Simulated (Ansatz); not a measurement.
# Cu2H4: single-point calculation

Cu2H4, computed with RKS rPW86-PBE-d3bj/def2-SVPD (Ansatz 0.2.0).

Some settings of this run were made unusual or wrong on purpose. The geometry comes from this level: r2SCAN-D4/def2-TZVP. Figures and captions count atoms from 1; the log counts them from 0 in places.

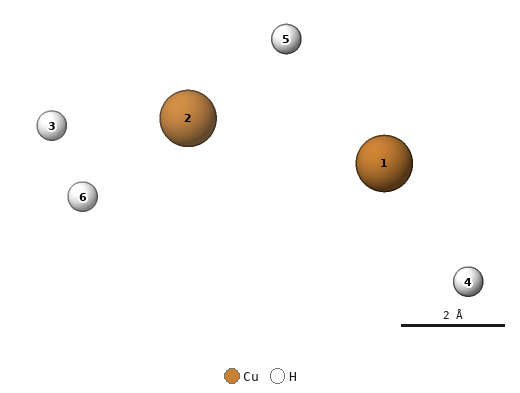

The input geometry (ball-and-stick view, seen at a tilt; atoms are numbered from 1 in the order of the input).

### What the run reported

```tsv
quantity	value
outcome	converged
total energy	−89366.1882 eV
mean-field energy	−89366.0759 eV
dispersion energy	−0.1123 eV
SCF solution under orbital rotations	stable
largest force (length of the vector)	3.826 eV/Å
dipole moment	7.04 D
hardware	4 threads of Intel Xeon @ 2.50GHz, 11 GiB of memory available, shared host
wall time	3.9 s (CPU time 14 s)
peak memory	0.21 GiB
```

### Diagnosis

A setting was made wrong on purpose: the coordinates are scaled as if typed in the wrong unit. The program still converged, but the numbers can't be taken as results for the intended system.

### Input
```yaml
crystal:
  periodic: [false, false, false]
  atoms:
    - {symbol: Cu, position_ang: [-0.043989, -2.550772, -1.890908]}
    - {symbol: Cu, position_ang: [0.569864, 0.725986, 0.985141]}
    - {symbol: H, position_ang: [0.331828, 3.337967, 2.695771]}
    - {symbol: H, position_ang: [-2.012664, -3.092374, -3.864275]}
    - {symbol: H, position_ang: [2.022916, -1.801849, 0.312396]}
    - {symbol: H, position_ang: [-0.867936, 3.381023, 1.761876]}
basis:
  gaussian: {orbitals: def2-SVPD}
hamiltonian: {xc: {name: rPW86-PBE}, dispersion: d3bj}
scf: {omitted_lower_state_checks: [starts]}
output: {forces: true}
```

Run as:
```bash
ansatz run in.yaml --threads 4 --pin off --events-out ev --progress --plain --max-ram 3916MiB
```

### What the program printed
```
Functional definition: rPW86-PBE
  name "rPW86-PBE"
  cite "Murray, Lee & Langreth, J. Chem. Theory Comput. 5, 2754 (2009) doi:10.1021/ct900365q"
  cite "Perdew, Burke & Ernzerhof, Phys. Rev. Lett. 77, 3865 (1996) doi:10.1103/PhysRevLett.77.3865"
  parent pbe
  exchange = rpw86_x
  correlation = pbe_c
these checks for a lower state are left out or cut short: starts
1056 factors; their error is unknown
mean field evaluation 1: about -89360.1238 eV, gradient 5.4e1 eV
mean field evaluation 2: about -88226.8170 eV, gradient 3.1e2 eV
mean field evaluation 4: about -89343.0214 eV, gradient 6.7e1 eV
mean field evaluation 8: about -89366.1219 eV, gradient 1.4e-1 eV
mean field evaluation 16: about -89366.0757 eV, gradient 4.0e-5 eV
mean field -89366.07573990 eV, -3284.1427089394 hartree, gradient 2.5e-5 eV, S^2 0.000000; 0 other end points of the search recorded, 0 dependent functions left out
the calculation of the forces begins
reference -89366.07589783 eV, -3284.1427147435 hartree; 31, 31 occupied and 69, 69 virtual orbitals, 1056 factors
Total energy: -89366.18819650 eV, -3284.1468416435 hartree
Atom 0 at    -0.043989    -2.550772    -1.890908 Å, force    -0.611291    -0.023560    -0.507484 eV/Å
Atom 1 at     0.569864     0.725986     0.985141 Å, force     0.448630    -0.731376    -0.171918 eV/Å
Atom 2 at     0.331828     3.337967     2.695771 Å, force    -2.939816    -0.110747    -2.445820 eV/Å
Atom 3 at    -2.012664    -3.092374    -3.864275 Å, force     1.048333     0.289705     1.051775 eV/Å
Atom 4 at     2.022916    -1.801849     0.312396 Å, force    -1.008003     0.876927    -0.170989 eV/Å
Atom 5 at    -0.867936     3.381023     1.761876 Å, force     3.062148    -0.300951     2.244436 eV/Å
Dipole moment:     0.221905     1.081448     0.964624 e Å
Checks for a lower state left out: starts
```
